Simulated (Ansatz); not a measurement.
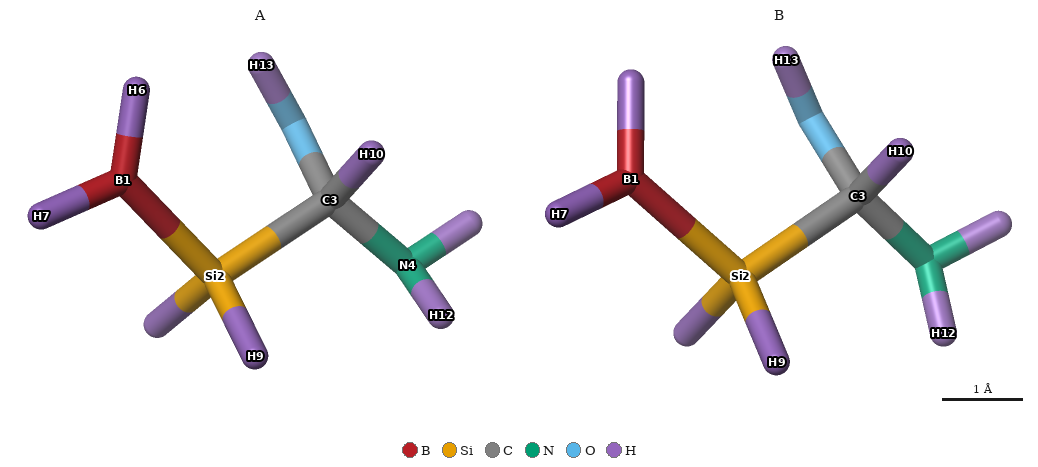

Two geometries of CH8BNOSi (coarse preliminary run), drawn at one scale. One is the start of a relaxation, the other its converged end. Style: stick. Shown at a tilt.

Method: RKS PBE-D4/def2-SVP (Ansatz). (force threshold 0.03 eV/Å; at most 200 steps)

Q: Which one is relaxed?

A: Structure B is the relaxed one. The start comes from a force field. An H atom moves most after the best rigid fit: 0.51 Å. Largest moves by element: H 0.51 Å, O 0.16 Å, B 0.15 Å, C 0.13 Å, Si 0.13 Å, N 0.09 Å. Among the contacts that change: B–Si 1.919 → 2.010 Å, C–Si 1.851 → 1.934 Å, B–H 1.143 → 1.221 Å, H–N 1.099 → 1.025 Å. Among the angles between lasting bonds that change: C–N–H 104.0° → 112.2°, H–Si–H 112.7° → 107.0°, H–N–H 103.5° → 108.1°. Over 12 accepted moves (14 points after the start) the energy falls by 48.4 kJ/mol. The largest force component goes from 3.9 to 0.017 eV/Å. The line search rejected the trial steps at points 9, 13 of the run. Cost: 23 s on 4 threads of Arm Neoverse V1 (shared host).
